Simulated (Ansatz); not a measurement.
# H2Si3 (charge −1, quartet): what the fields show

Input file:

```
crystal:
  periodic: [false, false, false]
  atoms:
    - {symbol: Si, position_ang: [1.054676, 0.574845, -0.654871]}
    - {symbol: Si, position_ang: [-1.031351, 1.549176, -0.248237]}
    - {symbol: Si, position_ang: [-1.003319, -0.773288, -0.512836]}
    - {symbol: H, position_ang: [-0.838350, -1.541347, 0.800801]}
    - {symbol: H, position_ang: [1.818344, 0.190624, 0.615144]}
basis:
  gaussian: {orbitals: def2-TZVPD, initial_orbitals: start.molden}
total_charge: -1
magnetization: {spin_polarized: true, initial_magnetization: 3}
hamiltonian: {xc: pbe0, dispersion: d4}
scf: {omitted_lower_state_checks: [starts]}
output: {orbitals: {seedname: orbitals}}
```

Run with:

```sh
ansatz run in.yaml --threads 4 --pin off --events-out ev --progress --plain --max-ram 3916MiB
```

Geometry: B3LYP-D4/def2-TZVPD.

Method: Ansatz 0.2.0, UKS PBE0-D4/def2-TZVPD.

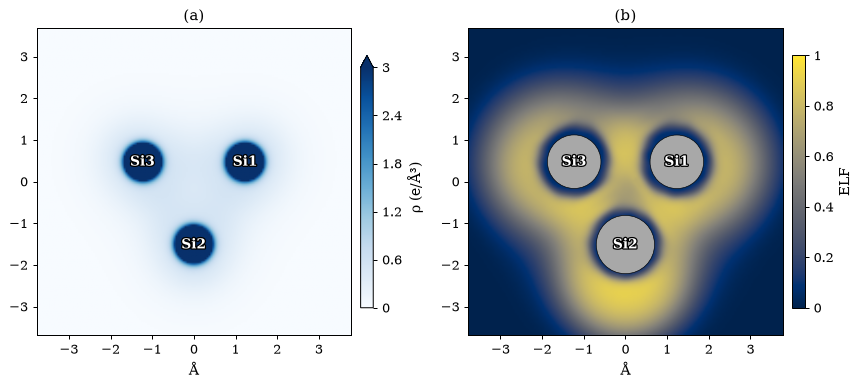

Figure 1. (a) total electron density; (b) electron localisation function on the plane of atoms Si1, Si2 and Si3. Grey discs cover the atomic cores in the ELF map.

Q: What do the fields say about this system?

A:
- The plane passes through Si nuclei.
- Si–Si (2.34 Å): ρ is about 0.51 e/Å³ halfway; the ELF peaks at about 0.80 between the atoms; a shared electron pair.
- Si–Si (2.46 Å): the density is about 0.45 e/Å³ at the midpoint; the ELF peaks at about 0.85 between the atoms, as expected for a shared electron pair.
- The ELF also peaks beside Si2, away from the bonds: non-bonding electrons, paired or unpaired.

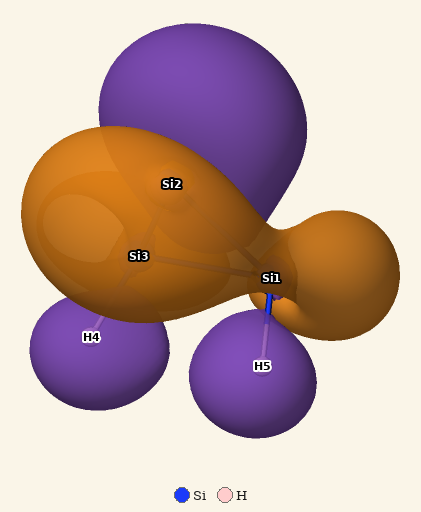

Figure 2. The HOMO (α) at ±0.05 Å⁻³ᐟ² (orange and purple are the two phases), seen at a tilt.

Q: Where does this orbital lie, and at what energy?

A: Its weight (Hirshfeld) is mainly on Si2 (about 65 %), Si1 (about 15 %) and Si3 (about 15 %). Its energy is −0.28 eV.

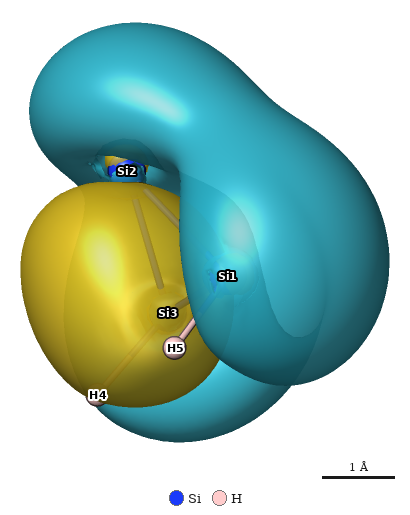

Figure 3. The HOMO (β) at ±0.05 Å⁻³ᐟ² (yellow and cyan are the two phases), seen at an oblique angle.

Q: What is the character of this orbital?

A: It lies mainly on Si1 (about 35 %), Si3 (about 35 %) and Si2 (about 25 %). Its energy is −1.22 eV.
